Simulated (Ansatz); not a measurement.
**CH4MoO4: density, localisation and related maps**

Input

```
crystal:
  periodic: [false, false, false]
  atoms:
    - {symbol: C, position_ang: [-0.337722, -1.515311, 1.020665]}
    - {symbol: O, position_ang: [-0.086361, -0.146836, 0.799591]}
    - {symbol: Mo, position_ang: [-0.109447, 0.972708, -0.669521]}
    - {symbol: O, position_ang: [-0.841892, 0.165529, -1.945857]}
    - {symbol: O, position_ang: [-0.991911, 2.353177, -0.302181]}
    - {symbol: O, position_ang: [1.642529, 1.430633, -1.154831]}
    - {symbol: H, position_ang: [0.591506, -2.005324, 1.321935]}
    - {symbol: H, position_ang: [-0.723293, -1.997177, 0.117692]}
    - {symbol: H, position_ang: [-1.070462, -1.614676, 1.824798]}
    - {symbol: H, position_ang: [2.010154, 2.306077, -1.009292]}
basis:
  gaussian: {orbitals: def2-TZVPP}
hamiltonian: {xc: pbe0, dispersion: d4}
output: {orbitals: {seedname: orbitals}}
```

Run with:

```sh
ansatz run in.yaml --threads 4 --pin off --events-out ev --progress --plain --max-ram 11315MiB
```

Geometry: PBE0-D4/def2-TZVP; core potentials replace the inner electrons of Mo.

Computed with RKS PBE0-D4/def2-TZVPP (Ansatz).

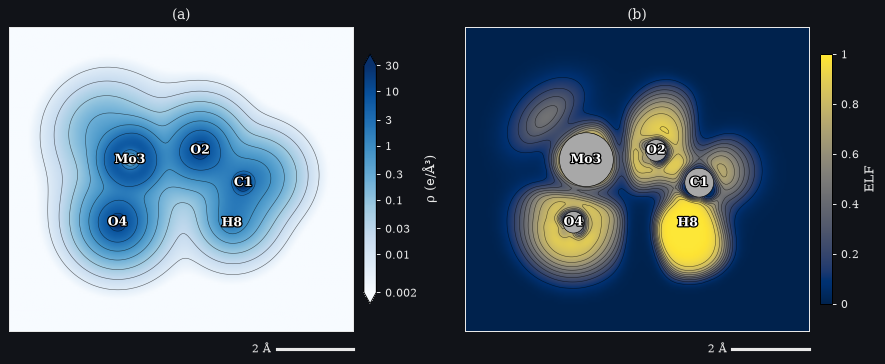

Figure 1. (a) electron density; (b) ELF on the plane of atoms O2, C1 and H8. Grey discs cover the atomic cores in the ELF map.

What do the fields say about this system?

Answer. The section cuts through C, O, Mo and H sites. C–O (1.41 Å): ρ is about 2 e/Å³ halfway, with its minimum of 1.7 e/Å³ about 0.5 Å from C; the ELF peaks at about 0.90 between the atoms (a polar covalent bond). Mo–O (1.68 Å): ρ at the midpoint is about 2 e/Å³; the ELF peaks at about 0.80 in the valence shell of O, 0.5 Å from its nucleus, and drops to about 0.40 between the two atoms. Mo–O (1.85 Å): ρ is about 1.2 e/Å³ halfway; the ELF peaks at about 0.80 in the valence shell of O, 0.6 Å from its nucleus, and drops to about 0.30 between the two atoms. C–H (1.09 Å): the density is about 2.1 e/Å³ at the midpoint; the ELF climbs to about 1 towards the hydrogen, as it does in any bond to H: an ordinary covalent bond to hydrogen.

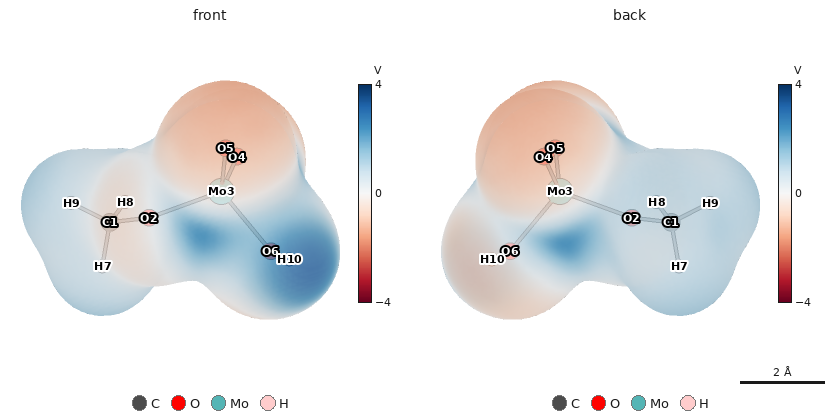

Figure 2. The electrostatic potential painted on the density surface at 0.002 e/bohr³, seen from the front and from behind; red is negative and blue positive.

Where is the surface potential most negative and most positive?

Answer. The most negative region (about −1.3 V) lies over O4 and O5, the most positive (about +3.1 V) over H10.

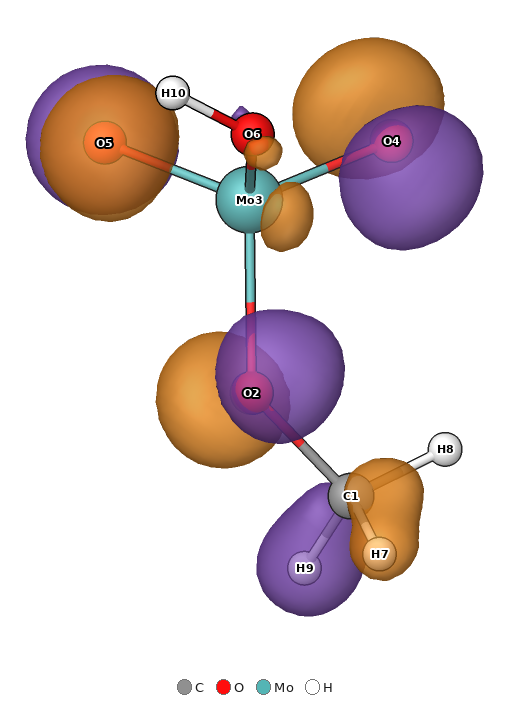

Figure 3. The HOMO−1 at ±0.15 Å⁻³ᐟ² (orange and purple are the two phases), seen at an oblique angle.

Where does this orbital lie, and at what energy?

Answer. By Hirshfeld shares it lies mainly on O4 (about 30 %), O5 (about 30 %), O2 (about 20 %) and Mo3 (about 10 %); largely a combination of lone pairs on O4, O5 and O2. Its energy is −9.03 eV.
